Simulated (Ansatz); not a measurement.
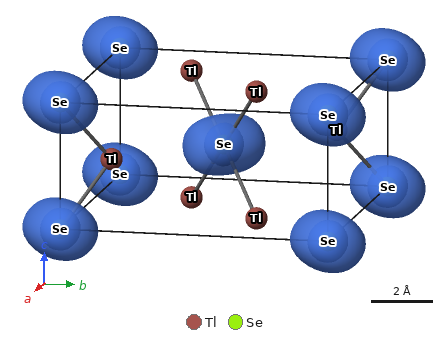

*Tl₂Se. Isosurface of the ELF at 0.75 (blue), seen slightly off an axis. Core shells and regions of very low density are left out. Sticks mark near contacts.*

Space group P4₂/mnm; started from the rutile_136 prototype, which need not be the ambient phase.

All numbers below come from DFT PBE, scalar-relativistic, plane waves, PAW (Ansatz 0.2.0).

Describe the localisation domains.

The ELF exceeds this value in two regions wrapped around Se (the valence shell of each), counted in one cell of 6 atoms. Regions shared between cells count once. Profiles from the grid: Tl–Se (2.95 Å): the ELF is about 0.30 at the midpoint.
